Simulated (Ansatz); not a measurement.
## Geometry relaxation, with input and output: SnH2Cl2 (part 2 of 2)

SnH2Cl2; RKS LDA/def2-SVP (Ansatz 0.2.0). The input holds or restrains some coordinates. It belongs to a series of runs on one base structure; here: pulled along the bonds that form and break, towards end B.

Geometry of the input (Å):
```
Sn 0.0000  0.0000  0.0000
Cl 1.5152  0.0000  2.1251
H  1.9164  0.0000  0.3021
H  -0.8195  1.4198  -0.5794
Cl -1.1351  -1.9666  -0.8025
```

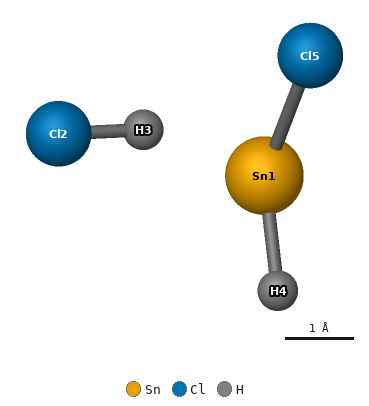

**Figure 1.** The geometry at step 5 of the log (ball-and-stick view, seen at a tilt; atoms are numbered from 1 in the order of the input).

```
797 factors; their error is unknown
mean field -30811.23865939 eV, -1132.2921361248 hartree, gradient 7.3e-6 eV, S^2 0.000000; 1 other end points of the search recorded, 0 dependent functions left out
the calculation of the forces begins
reference -30811.23869102 eV, -1132.2921372874 hartree; 29, 29 occupied and 43, 43 virtual orbitals, 797 factors
Total energy: -30811.23869102 eV, -1132.2921372874 hartree
Atom 0 at    -0.010480     0.043595    -0.799585 Å, force     0.148893    -0.002929     0.199515 eV/Å
Atom 1 at     1.952840     0.156374     2.217612 Å, force     0.082412    -0.212545    -1.021690 eV/Å
Atom 2 at     2.328229    -0.159767     0.969041 Å, force    -0.250435     0.201180     0.792351 eV/Å
Atom 3 at    -1.313879     1.236870    -0.504798 Å, force     0.002452    -0.001217     0.014911 eV/Å
Atom 4 at    -1.479710    -1.823872    -0.836969 Å, force     0.016678     0.015511     0.014914 eV/Å
Dipole moment:     0.438483     0.256157    -0.161911 e Å
```

## Trajectory as extended XYZ (Å, eV, eV/Å), 9 frames, from step=1 to step=9
```
5
Properties=species:S:1:pos:R:3:forces:R:3 step=1 energy=-30810.10874
Sn    0.0000    0.0000    0.0000    2.5658  -0.5780  -1.1324
Cl    1.5152    0.0000    2.1251   -0.6176   0.0980   0.8854
H     1.9164    0.0000    0.3021   -1.3578  -0.1871  -0.8576
H    -0.8195    1.4198   -0.5794   -0.6181   0.1116   0.5355
Cl   -1.1351   -1.9666   -0.8025    0.0277   0.5555   0.5690
5
Properties=species:S:1:pos:R:3:forces:R:3 step=2 energy=-30809.44841
Sn   -0.1587   -0.0024   -0.1133    4.3823  -0.7806   0.0092
Cl    1.5938    0.0005    2.1545    0.0693   0.1269  -0.6113
H     2.0050   -0.0010    0.3840   -1.7872  -0.1486   0.7705
H    -0.8252    1.4236   -0.5783   -1.6672   1.4871  -0.0992
Cl   -1.1379   -1.9676   -0.8016   -0.9972  -0.6848  -0.0692
5
Properties=species:S:1:pos:R:3:forces:R:3 step=3 energy=-30808.97885
Sn   -0.3054   -0.0096   -0.2415    5.0986  -0.4232   1.0946
Cl    1.7028    0.0020    2.1585    0.8294   0.1107  -1.9717
H     2.0800   -0.0015    0.5188   -1.5575  -0.1095   2.3695
H    -0.8464    1.4451   -0.5835   -2.3943   2.6341  -0.7025
Cl   -1.1540   -1.9828   -0.8071   -1.9762  -2.2121  -0.7898
5
Properties=species:S:1:pos:R:3:forces:R:3 step=4 energy=-30809.31464
Sn   -0.4177   -0.0142   -0.3733    4.9572  -0.0212   1.5118
Cl    1.8443    0.0046    2.1468    0.7845   0.0707  -2.2713
H     2.1461   -0.0013    0.7022   -0.9938  -0.0726   2.5352
H    -0.8963    1.4975   -0.6018   -2.5016   2.6404  -0.8176
Cl   -1.1995   -2.0335   -0.8286   -2.2462  -2.6174  -0.9580
5
Properties=species:S:1:pos:R:3:forces:R:3 step=5 energy=-30810.46854
Sn   -0.3694   -0.0103   -0.4836    2.7955  -0.1406   0.5658
Cl    2.0007    0.0088    2.1881    0.1425   0.0401  -0.6507
H     2.2346   -0.0088    0.8733   -0.2873  -0.0481   0.6743
H    -1.0633    1.5660   -0.6557   -1.5164   0.6000  -0.3014
Cl   -1.3256   -2.1024   -0.8768   -1.1343  -0.4513  -0.2880
5
Properties=species:S:1:pos:R:3:forces:R:3 step=6 energy=-30810.97505
Sn   -0.2138   -0.0078   -0.5457    0.7537   0.0702   0.0497
Cl    2.0584    0.0176    2.2544    0.1520  -0.0025  -1.1618
H     2.3206   -0.0244    0.9278   -0.3180  -0.0068   1.0891
H    -1.2458    1.5092   -0.6925   -0.3539  -0.5287  -0.0029
Cl   -1.4425   -2.0413   -0.8987   -0.2339   0.4678   0.0259
5
Properties=species:S:1:pos:R:3:forces:R:3 step=7 energy=-30811.18322
Sn   -0.0803    0.0031   -0.6687    0.1474  -0.2336   0.0546
Cl    2.0269    0.0443    2.2635    0.1326  -0.0243  -1.1350
H     2.3642   -0.0175    0.9595   -0.3073   0.0131   0.9766
H    -1.3016    1.3286   -0.6272   -0.1164  -0.1810   0.0361
Cl   -1.5321   -1.9053   -0.8818    0.1436   0.4258   0.0678
5
Properties=species:S:1:pos:R:3:forces:R:3 step=8 energy=-30811.23298
Sn   -0.0048    0.0209   -0.7736    0.0907   0.1561   0.1990
Cl    1.9831    0.1795    2.2274    0.0781  -0.2298  -0.9993
H     2.3443   -0.1582    0.9807   -0.2449   0.2149   0.7856
H    -1.3305    1.2085   -0.5129    0.1140  -0.0021   0.0089
Cl   -1.5152   -1.7975   -0.8763   -0.0380  -0.1391   0.0057
5
Properties=species:S:1:pos:R:3:forces:R:3 step=9 energy=-30811.23866
Sn   -0.0105    0.0436   -0.7996    0.1489  -0.0029   0.1995
Cl    1.9528    0.1564    2.2176    0.0824  -0.2125  -1.0217
H     2.3282   -0.1598    0.9690   -0.2504   0.2012   0.7924
H    -1.3139    1.2369   -0.5048    0.0025  -0.0012   0.0149
Cl   -1.4797   -1.8239   -0.8370    0.0167   0.0155   0.0149
```

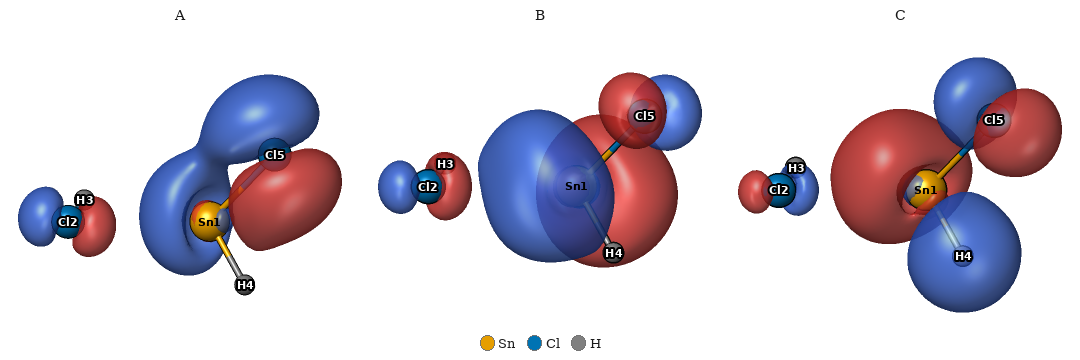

**Figure 2.** Three frontier orbitals at ±0.08 Å⁻³ᐟ² (red and blue are the two phases). A is the HOMO−1 (−7.48 eV). It lies mainly on Cl5 (75 %) and Sn1 (20 %). C is the HOMO (−5.98 eV). By Hirshfeld shares it lies mainly on Sn1 (45 %), Cl5 (25 %) and H4 (25 %). B is the LUMO (−3.82 eV). By Hirshfeld shares it lies mainly on Sn1 (80 %) and Cl5 (10 %). The HOMO–LUMO gap is 2.16 eV between the orbital energies.

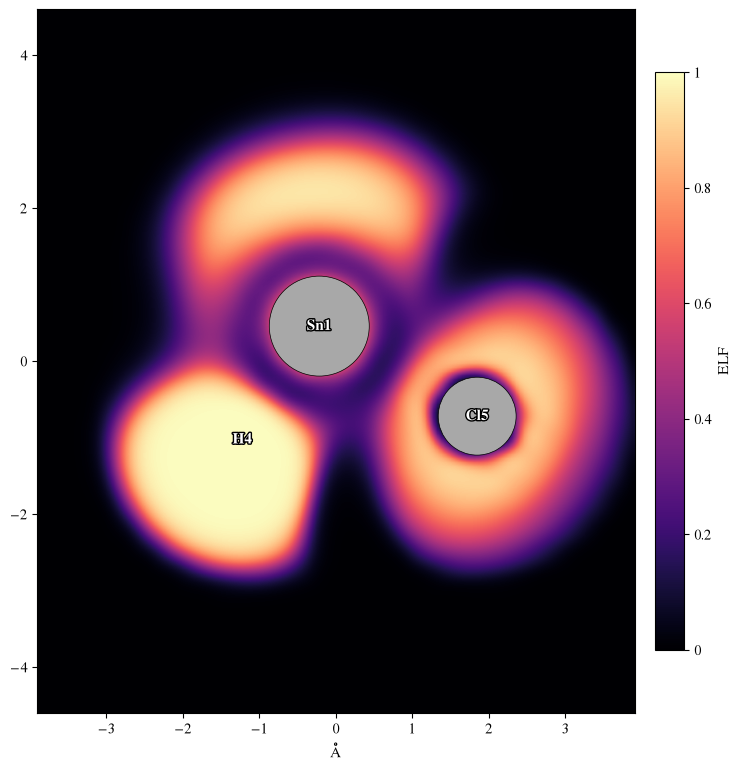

**Figure 3.** Electron localisation function on the plane of atoms H4, Sn1 and Cl5. Grey discs, where drawn, cover atomic cores. Atoms in the plane: Sn, H and Cl. Sn–Cl (2.38 Å): the ELF peaks at about 0.80 in the valence shell of Cl, 0.8 Å from its nucleus, and drops to about 0.15 between the two atoms. Sn–H (1.79 Å): the ELF climbs to about 1 towards the hydrogen, as it does in any bond to H.

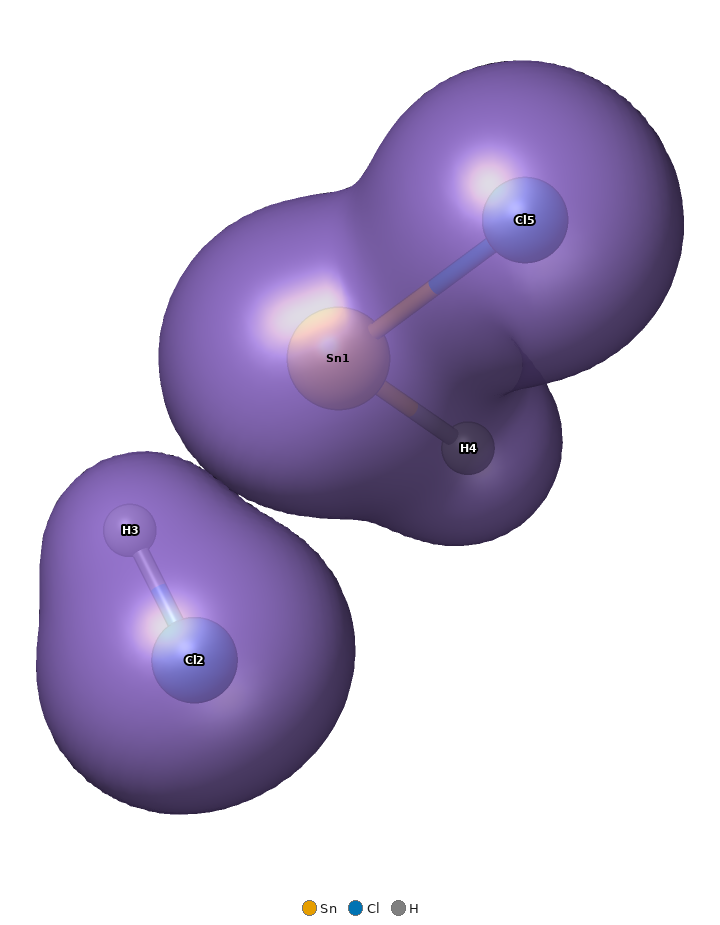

**Figure 4.** Isosurface of the electron density at 0.1 e/Å³ (purple), seen at an oblique angle. At this value the surface falls into two separate pieces. It is pinched off along the Sn···H (2.94 Å) contacts. On the grid the lowest density along these lines, outside the cores, is 0.07 e/Å³ (Sn···H, 2.94 Å), 0.5 e/Å³ (Sn–Cl, 2.38 Å), 1.4 e/Å³ (Cl–H, 1.34 Å) and 0.65 e/Å³ (Sn–H, 1.79 Å).
